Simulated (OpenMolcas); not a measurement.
# Sm⁴⁺: multiconfigurational calculation (part 2 of 2)

Continued. System: Sm⁴⁺. Method: state-averaged CASSCF, active space 4 electrons in the shell 4f, basis ANO-RCC-MB, DKH2 scalar Hamiltonian, spin-orbit coupling by RASSI with atomic mean-field integrals (OpenMolcas).

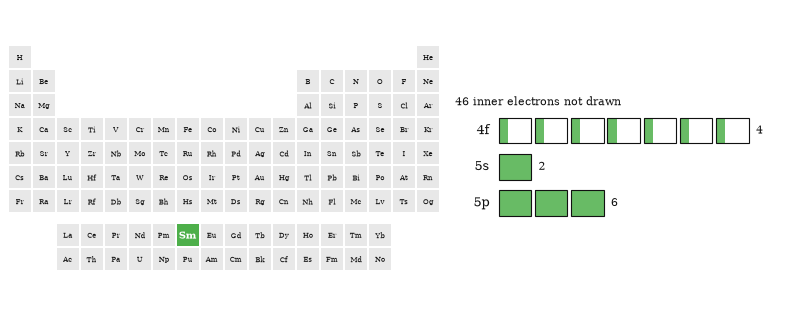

Left, the place of samarium in the periodic table; right, the outer shells of the leading configuration of the lowest level: a box for each of the 2l + 1 orbitals, shaded by the share of the shell that is filled, with the electron count at the right.

### Output (extracts), continued
```
--- RASSI ---
SPIN-FREE ENERGIES:
  (Shifted by EMIN (a.u.) =     -10415.3177178046)

 SF State       Relative EMIN(au)   Rel lowest level(eV)    D:o, cm**(-1)      L_eff

     1             0.0000000000        0.0000000000              0.0000         6.0
     2             0.0000000000        0.0000000000              0.0000         6.0
     3             0.0000000000        0.0000000000              0.0000         6.0
     4             0.0000000000        0.0000000000              0.0000         6.0
     5             0.0000000000        0.0000000000              0.0000         6.0
     6             0.0000000000        0.0000000000              0.0000         6.0
     7             0.0000000000        0.0000000000              0.0000         6.0
     8             0.0000000000        0.0000000000              0.0000         6.0
     9             0.0000000000        0.0000000000              0.0000         6.0
    10             0.0000000000        0.0000000000              0.0000         6.0
    11             0.0000000000        0.0000000000              0.0000         6.0
    12             0.0000000000        0.0000000000              0.0000         6.0
    13             0.0000000000        0.0000000000              0.0000         6.0
    14             0.0677059774        1.8423735029          14859.7444         3.0
    15             0.0677059774        1.8423735029          14859.7444         3.0
    16             0.0677059774        1.8423735029          14859.7444         2.9
    17             0.0677059774        1.8423735029          14859.7444         2.8
    18             0.0677059774        1.8423735029          14859.7444         2.4
    19             0.0677059774        1.8423735029          14859.7444         2.1
    20             0.0677059774        1.8423735029          14859.7444         3.0
    21             0.0677059774        1.8423735029          14859.7444         3.0
    36             0.0804328288        2.1886887726          17652.9655         7.0
    37             0.0804328288        2.1886887726          17652.9655         7.0
    38             0.0804328288        2.1886887726          17652.9655         7.0
    39             0.0804328288        2.1886887726          17652.9655         7.0
    40             0.0804328288        2.1886887726          17652.9655         7.0
    41             0.0804328288        2.1886887726          17652.9655         7.0
    42             0.0804328288        2.1886887726          17652.9655         7.0
    43             0.0804328288        2.1886887726          17652.9655         7.0
    44             0.0804328288        2.1886887726          17652.9655         7.0
    45             0.0804328288        2.1886887726          17652.9655         7.0
    46             0.0804328288        2.1886887726          17652.9655         7.0
    47             0.0804328288        2.1886887726          17652.9655         7.0
    48             0.0804328288        2.1886887726          17652.9655         7.0
    49             0.0804328288        2.1886887726          17652.9655         7.0
    50             0.0804328288        2.1886887726          17652.9655         7.0
    51             0.1028839254        2.7996142331          22580.4116         5.0
    52             0.1028839254        2.7996142331          22580.4116         5.0
    53             0.1028839254        2.7996142331          22580.4116         5.0
    54             0.1028839254        2.7996142331          22580.4116         5.0
Eigenvalues of complex Hamiltonian:
   -----------------------------------
  (Shifted by EMIN (a.u.) =     -10415.3177178046)

 SO State       Relative EMIN(au)   Rel lowest level(eV)    D:o, cm**(-1)     J-value

     1            -0.0213383983        0.0000000000              0.0000         3.5
     2            -0.0213383983        0.0000000000              0.0000         1.7
     3            -0.0213383983        0.0000000000              0.0000         3.5
     4            -0.0213383983        0.0000000000              0.0000         3.5
     5            -0.0213383983        0.0000000000              0.0000         3.4
     6            -0.0213383983        0.0000000000              0.0000         3.5
     7            -0.0213383983        0.0000000000              0.0000         3.3
     8            -0.0213383983        0.0000000000              0.0000         3.5
     9            -0.0213383983        0.0000000000              0.0000         2.2
    10            -0.0135974245        0.2106426282           1698.9474         4.4
    11            -0.0135974245        0.2106426282           1698.9474         4.5
    12            -0.0135974245        0.2106426282           1698.9474         3.7
    13            -0.0135974245        0.2106426282           1698.9474         3.6
    14            -0.0135974245        0.2106426282           1698.9474         3.6
    15            -0.0135974245        0.2106426282           1698.9474         4.0
    16            -0.0135974245        0.2106426282           1698.9474         2.8
    17            -0.0135974245        0.2106426282           1698.9474         4.2
    18            -0.0135974245        0.2106426282           1698.9474         4.0
    19            -0.0135974245        0.2106426282           1698.9474         4.6
    20            -0.0135974245        0.2106426282           1698.9474         4.2
    21            -0.0050746627        0.4425587930           3569.4774         4.6
    22            -0.0050746627        0.4425587930           3569.4774         5.4
    23            -0.0050746627        0.4425587930           3569.4774         5.0
    24            -0.0050746627        0.4425587930           3569.4774         4.1
    25            -0.0050746627        0.4425587930           3569.4774         4.5
    26            -0.0050746627        0.4425587930           3569.4774         4.8
    27            -0.0050746627        0.4425587930           3569.4774         4.9
    28            -0.0050746627        0.4425587930           3569.4774         3.6
    29            -0.0050746627        0.4425587930           3569.4774         3.7
    30            -0.0050746627        0.4425587930           3569.4774         5.6
    31            -0.0050746627        0.4425587930           3569.4774         5.5
    32            -0.0050746627        0.4425587930           3569.4774         5.1
    33            -0.0050746627        0.4425587930           3569.4774         5.2
    34             0.0039616565        0.6884495628           5552.7202         4.8
    35             0.0039616565        0.6884495628           5552.7202         6.1
    36             0.0039616565        0.6884495628           5552.7202         6.4
    37             0.0039616565        0.6884495628           5552.7202         5.7
    38             0.0039616565        0.6884495628           5552.7202         5.7
    39             0.0039616565        0.6884495628           5552.7202         4.3
    40             0.0039616565        0.6884495628           5552.7202         6.1
    41             0.0039616565        0.6884495628           5552.7202         5.6
Weights of the five most important spin-orbit-free states for each spin-orbit state.

 SO State  Total energy (au)           Spin-free states, spin, and weights
 -------------------------------------------------------------------------------------------------------
    1        -0.021338      10 2.0  0.1601    8 2.0  0.1302    5 2.0  0.1196   13 2.0  0.1134   12 2.0  0.0828
    2        -0.021338       9 2.0  0.2836   10 2.0  0.1155    6 2.0  0.1077   13 2.0  0.1029    3 2.0  0.0686
    3        -0.021338       1 2.0  0.1702    2 2.0  0.1283    5 2.0  0.1215    3 2.0  0.1114    4 2.0  0.1105
    4        -0.021338      11 2.0  0.1606   12 2.0  0.1153   10 2.0  0.0941   13 2.0  0.0936    5 2.0  0.0932
    5        -0.021338       4 2.0  0.1609    1 2.0  0.1551   11 2.0  0.1219    2 2.0  0.1091   12 2.0  0.0754
    6        -0.021338       7 2.0  0.2180    8 2.0  0.1580    6 2.0  0.1482    5 2.0  0.1078   13 2.0  0.0831
    7        -0.021338       1 2.0  0.1850    3 2.0  0.1416    4 2.0  0.1203    2 2.0  0.0806   11 2.0  0.0795
    8        -0.021338       2 2.0  0.1514   11 2.0  0.1159   12 2.0  0.1046    6 2.0  0.1019    3 2.0  0.0929
    9        -0.021338       9 2.0  0.2230   10 2.0  0.1264   13 2.0  0.1006    6 2.0  0.0993    7 2.0  0.0792
   10        -0.013597      12 2.0  0.1530   11 2.0  0.1519   13 2.0  0.1032    5 2.0  0.0854   10 2.0  0.0781
   11        -0.013597      11 2.0  0.1507    8 2.0  0.1251   10 2.0  0.1109    5 2.0  0.0980   13 2.0  0.0949
   12        -0.013597       9 2.0  0.1328   10 2.0  0.1158    6 2.0  0.1131   12 2.0  0.1071    4 2.0  0.0846
```

### Spin-orbit levels, grouped by J and assigned (the lowest 15)

| Configuration | Level | E (eV) | LS purity (%) | Landé g |
| --- | --- | --- | --- | --- |
| 4f⁴ | ⁵I₄ | 0 | 98 | 0.604 |
| 4f⁴ | ⁵I₅ | 0.2106 | 99 | 0.901 |
| 4f⁴ | ⁵I₆ | 0.4426 | 99 | 1.071 |
| 4f⁴ | ⁵I₇ | 0.6884 | 98 | 1.176 |
| 4f⁴ | ⁵I₈ | 0.9430 | 96 | 1.246 |
| 4f⁴ | ⁵F₁ | 2.044 | 95 | 0.023 |
| 4f⁴ | ⁵F₂ | 2.110 | 94 | 1.008 |
| 4f⁴ | ⁵F₃ | 2.232 | 95 | 1.243 |
| 4f⁴ | ⁵S₂ | 2.334 | 94 | 1.968 |
| 4f⁴ | ⁵F₄ | 2.366 | 90 | 1.322 |
| 4f⁴ | ³K₆ | 2.461 | 98 | 0.860 |
| 4f⁴ | ⁵F₅ | 2.553 | 92 | 1.383 |
| 4f⁴ | ³K₇ | 2.654 | 86 | 1.004 |
| 4f⁴ | ³H₄ | 2.807 | 60 | 0.917 |
| 4f⁴ | ³K₈ | 2.884 | 76 | 1.103 |

### Results in brief

- outcome: converged
- lowest level: 4f⁴ ⁵I₄
- first excited level: 4f⁴ ⁵I₅, 1,699 cm⁻¹
- energy of the lowest spin-free term: −10415.31772 hartree
- energy of the lowest spin-orbit level: −10415.33906 hartree
- largest spread among components of a term: 0.0 cm⁻¹
- hardware: 1 CPU thread, shared host
- wall time: 2.5 min

### Remarks

Without dynamic correlation the splittings between terms come out too large, often by 20 to 50 %. Limits: small basis contracted for the neutral atom, rough for a high charge; only configurations of the active space are included; spin-free states above about 56,000 cm⁻¹ are left out of the spin-orbit step; levels of higher terms that fall inside the range are not drawn.
